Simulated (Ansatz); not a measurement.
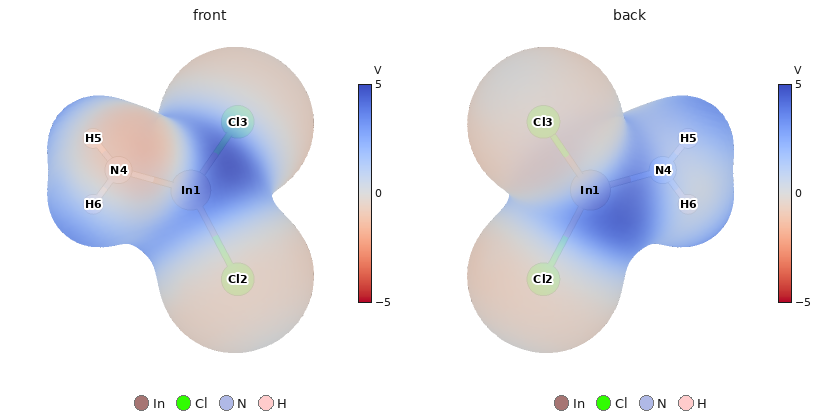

*Cl₂H₂InN. The molecular electrostatic potential painted on the density surface at 0.004 e/bohr³, seen from the front and from behind; red is negative and blue positive.*

Geometry: PBE0-D4/def2-SVP; core potentials replace the inner electrons of In.

Theory: Ansatz, RKS PBE0-D4/def2-TZVP.

Input file:

```
crystal:
  periodic: [false, false, false]
  atoms:
    - {symbol: In, position_ang: [0.303434, 0.684264, 0.052747]}
    - {symbol: Cl, position_ang: [2.606735, 0.996253, 0.268553]}
    - {symbol: Cl, position_ang: [-1.001477, 2.617747, -0.036915]}
    - {symbol: N, position_ang: [-0.528233, -1.146638, 0.149752]}
    - {symbol: H, position_ang: [-1.445371, -1.236240, -0.280890]}
    - {symbol: H, position_ang: [0.064921, -1.915386, -0.153237]}
basis:
  gaussian: {orbitals: def2-TZVP, initial_orbitals: start.molden}
hamiltonian: {xc: pbe0, dispersion: d4}
scf: {omitted_lower_state_checks: [starts]}
output: {forces: true, orbitals: {seedname: orbitals}}
```

Command:

```sh
ansatz run in.yaml --threads 4 --pin off --events-out ev --progress --plain --max-ram 3916MiB
```

Q: Describe the electrostatic potential map.

A: The most negative region (about −1.3 V, or −30 kcal/mol for a unit charge) lies over N4, the most positive (about +4.5 V, or +104 kcal/mol for a unit charge) over In1. N4 is the likeliest acceptor of a hydrogen bond.
